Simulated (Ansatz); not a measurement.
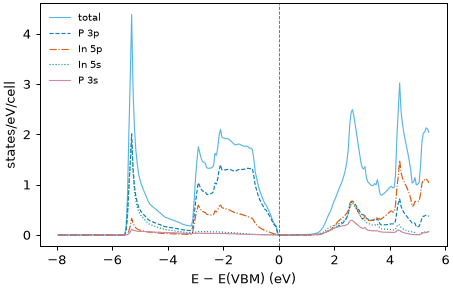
*Total and projected density of states of InP (zinc blende, space group No. 216), the program Ansatz at the PBE level (PAW)*

Problem. Which orbitals carry the states next to the gap?

Solution. Top 1 eV of the valence band: P 3p 80 %, In 5p 17 %. Bottom 1 eV of the conduction band: In 5s 38 %, P 3p 27 %, P 3s 26 %, In 5p 7 %. Projections are on Löwdin-orthogonalised atomic valence shells; empty p or d shells of many metals are not among them.

Problem. Where is the tallest occupied peak in this window, and what makes it?

Solution. Near -5.3 eV, about 4.4 states/eV per cell; the largest projected share is P 3p.

Space group F-43m (zinc blende). Symmetry was held in the PBE relaxation. Spin–orbit coupling is left out wherever it is not named.

Potentials: the later of the program's two PAW sets.
